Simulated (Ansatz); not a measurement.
WH$_{2}$Cl$_{4}$F: several calculations on one system

## 1. Relaxation

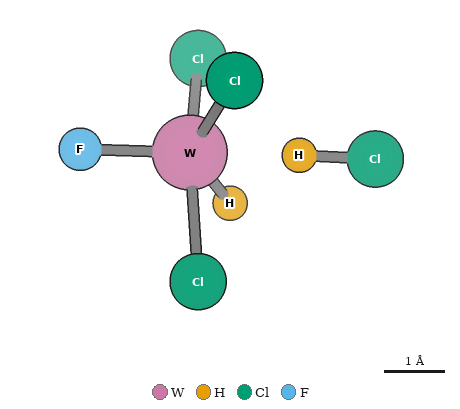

WH₂Cl₄F (multiplicity 2), before the relaxation. The picture is a ball-and-stick view, seen at a tilt.

The run prepares an end point of a later path (reaction) calculation, from a guessed geometry.

Computed with UHF/def2-SVP (Ansatz).

The input:
```yaml
crystal:
  periodic: [false, false, false]
  atoms:
    - { symbol: W, position_ang: [-0.000154, -0.52673, 0.184832] }
    - { symbol: H, position_ang: [0.001204, 1.299165, 0.436725] }
    - { symbol: Cl, position_ang: [2.2584, -0.434965, 0.723866] }
    - { symbol: Cl, position_ang: [-0.000492, 2.56015, 0.66329] }
    - { symbol: Cl, position_ang: [-2.258668, -0.43501, 0.723879] }
    - { symbol: F, position_ang: [0.000134, -2.350757, -0.081356] }
    - { symbol: Cl, position_ang: [-0.000162, 0.419101, -1.908367] }
    - { symbol: H, position_ang: [-0.000262, 0.009046, 1.767131] }
magnetization:
  spin_polarized: true
  initial_magnetization: 1
basis:
  gaussian: { orbitals: def2-SVP }
hamiltonian:
  xc: hf
relax:
  f_tol: 0.03
  max_steps: 50
output:
  orbitals: {}
```

Command:
```bash
ansatz run input.yaml --threads 4 --pin off --max-ram 5120MiB --backend cpu --events-out ev --progress --plain --runs-dir out
```

> What does the optimiser find from here?

The atom that moves furthest after the best rigid fit is H2 (1.88 Å). Largest moves by element: H 1.88 Å, Cl 0.66 Å, F 0.59 Å, W 0.55 Å. Near-neighbour distances that change, for instance: W1–H2 1.843 → 4.194 Å, W1–Cl4 3.124 → 4.173 Å, W1–F6 1.843 → 1.815 Å, W1–H8 1.671 → 1.656 Å. Bond angles that change, for instance: Cl7–W1–H8 137.0° → 119.7°, F6–W1–Cl7 106.0° → 122.1°, Cl3–W1–Cl7 101.3° → 90.7°. The energy falls by 189.4 kJ/mol in 13 geometry steps. Largest force component: 3.5 eV/Å at the start, 0.0092 eV/Å at the end.

Final geometry:

```xyz
8

W    -0.0009   -1.0775    0.2308
H     0.0056    3.1029   -0.1069
Cl    2.2749   -0.7264    0.5080
Cl    0.0003    2.9909    1.1613
Cl   -2.2773   -0.7293    0.5072
F     0.0002   -2.8910    0.1483
Cl   -0.0014    0.2316   -1.6628
H    -0.0015   -0.3611    1.7240
```

After the run, drawn alike:

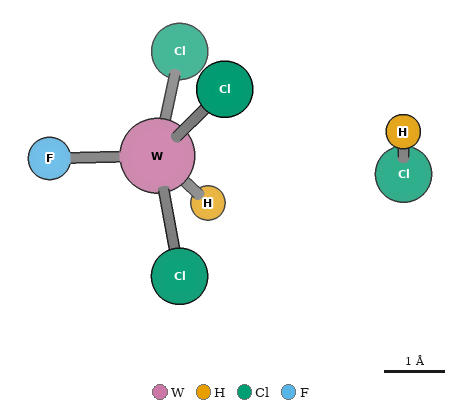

Limits of the set-up: Hartree-Fock leaves out electron correlation.

## 2. Relaxation

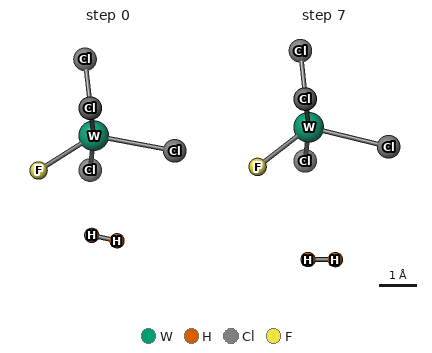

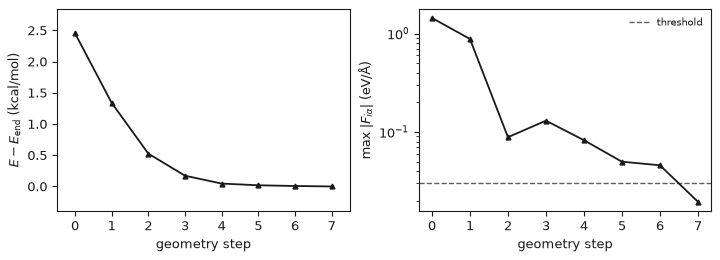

First and last geometry of a relaxation of WH$_{2}$Cl$_{4}$F (multiplicity 2), with the history of the run. The picture is a ball-and-stick view, seen from a free direction.

The run prepares an end point of a later path (reaction) calculation, from a guessed geometry.

These are results of UHF/def2-SVP (Ansatz), not measurements. Set-up: collinear spin; force threshold 0.03 eV/Å; at most 50 steps.

> What do the curves and the structures tell?

It converged. After 7 geometry steps the energy has fallen by 2.45 kcal/mol. The largest force component goes from 1.4 to 0.02 eV/Å. The atom that moves furthest after the best rigid fit is an H atom (0.71 Å). Largest moves by element: H 0.71 Å, Cl 0.27 Å, W 0.25 Å, F 0.14 Å. Some distances before and after: H–W 2.927 → 3.882 Å, H–H 0.711 → 0.747 Å, Cl–W 2.254 → 2.258 Å, F–W 1.822 → 1.818 Å. Bond angles that change, for instance: Cl–W–F 134.5° → 125.6°, F–W–Cl 118.1° → 124.0°, Cl–W–Cl 107.4° → 110.4°. Cost: 36 s on 4 threads of Intel(R) Xeon(R) 6975P-C (Granite Rapids), on a shared host, peak memory 0.58 GiB.

```csv
step,"E − E(0), kcal/mol","largest force component, eV/Å"
0,0.00,1.4407
1,-1.11,0.8811
2,-1.93,0.0885
3,-2.28,0.1303
4,-2.41,0.0825
5,-2.44,0.0499
6,-2.45,0.0459
7,-2.45,0.0195
```

Limits of the set-up: the start holds two separate molecules, 2.4 Å apart at their closest, whose relative position is a soft coordinate and is computed without a dispersion correction; Hartree-Fock leaves out electron correlation.

## 3. Path

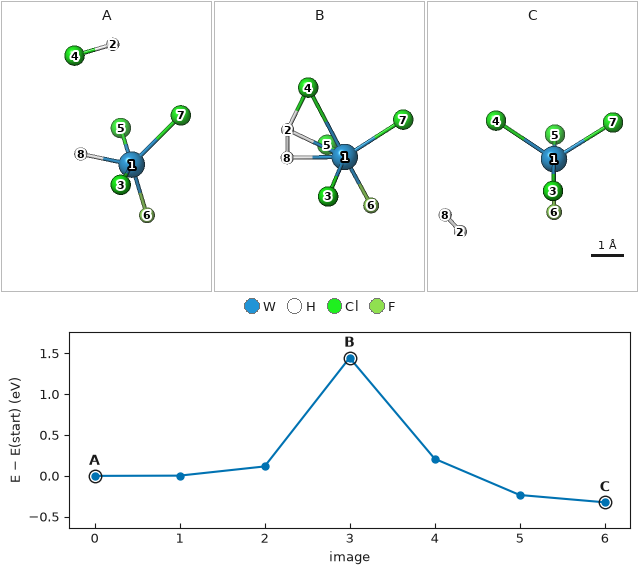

A search for the minimum-energy path of WH₂Cl₄F (multiplicity 2), made up at the start of WHCl₃F and HCl by the nudged elastic band. Images are numbered from 0 (start) to 6 (end). Frames A to C are images 0, 3, 6. A ball-and-stick model, seen from a free direction.

Level of theory: Ansatz, UHF/def2-SVP. Run with 5 movable images; climbing image; force threshold 0.05 eV/Å; iteration limit 60; starting path through a guess of the saddle point.

What happens along the path, and what is the barrier?

Answer. Breaking: H2–Cl4 (1.27 → 1.58 at the top → 3.98 Å), W1–H8 (1.66 → 1.82 at the top → 3.95 Å). Forming: H2–H8 (3.92 → 0.95 at the top → 0.75 Å), W1–Cl4 (4.17 → 2.64 at the top → 2.26 Å). The energy climbs by 1.45 eV to image 3 and then falls by 1.77 eV, so the end point sits at −0.32 eV. The band converged in 22 iterations. The largest component of the band force went from 160 to 0.049 eV/Å. The climbing image converged on the top of the path. Its vibrational analysis gives one imaginary mode (1111i cm⁻¹), as a transition state must have.

Limits of the set-up: the start holds two separate molecules, 3.3 Å apart at their closest, whose relative position is a soft coordinate and is computed without a dispersion correction; Hartree-Fock leaves out electron correlation.
